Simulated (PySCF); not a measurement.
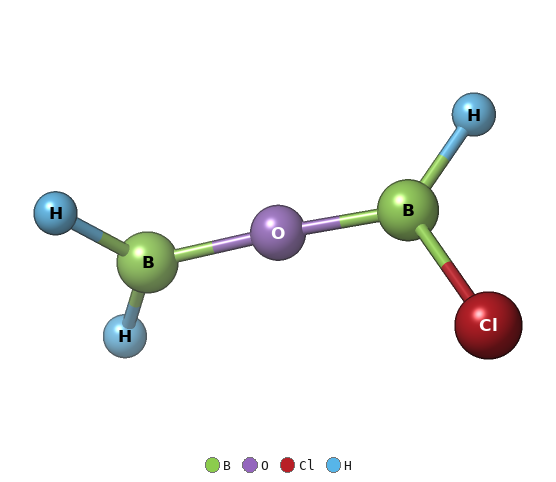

Atoms fade into the background with distance from the viewer. Computed geometry: GFN2-xTB optimisation. No frequency run is at hand to confirm it as a minimum.

Question: List the symmetry elements and name the point group.

Answer: It has 1 mirror plane, so the point group is Cs. The group has 2 operations. The geometry is achiral, and symmetry allows a dipole moment.
